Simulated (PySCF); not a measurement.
# H5NOSi: the cost of one run

Programs: PySCF 2.14.0, with density-fitted response routines of our own. Each step states its level of theory. These are calculated values for one molecule in the gas phase, unless marked as measured. Atoms are numbered from 0 throughout.

### 1 Starting geometry

8 atoms, charge 0, multiplicity 1; geometry from: PBE0-D3(BJ)/def2-SVP.

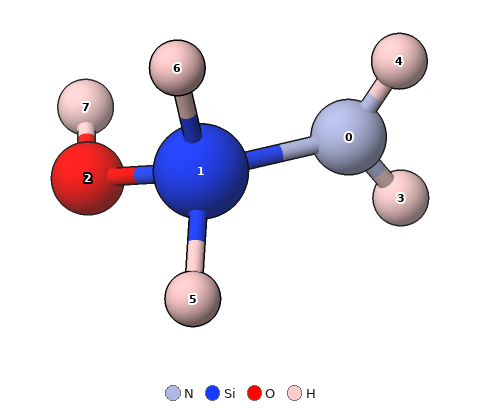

As it starts; nitrogen light blue, silicon blue, oxygen red, hydrogen pink, atoms numbered.

### 2 Indirect couplings: B3LYP/def2-TZVP

What the job is given:

```
{"job": {"kind": "j", "xc": "B3LYP", "basis": "def2-TZVP"}, "charge": 0, "multiplicity": 1}
N      1.198472     0.121672    -0.154849
Si    -0.444538    -0.382785    -0.145773
O     -1.505094     0.836772     0.263533
H      1.601203     0.740566    -0.846853
H      1.899448    -0.330452     0.416940
H     -0.943725    -0.815038    -1.479729
H     -0.475927    -1.512665     0.833832
H     -1.273716     1.324325     1.060125
```

Method: B3LYP/def2-TZVP indirect spin-spin coupling, non-relativistic, gas phase.

Started as:

```bash
$ OMP_NUM_THREADS=1 python probes_run.py task.json out
```

This one command runs all jobs of the session in turn.

Q: Estimate the wall time and peak memory of this first job on 1 thread of Arm Neoverse V1, shared host.

About 9.4 s, with a peak of 0.56 GiB.
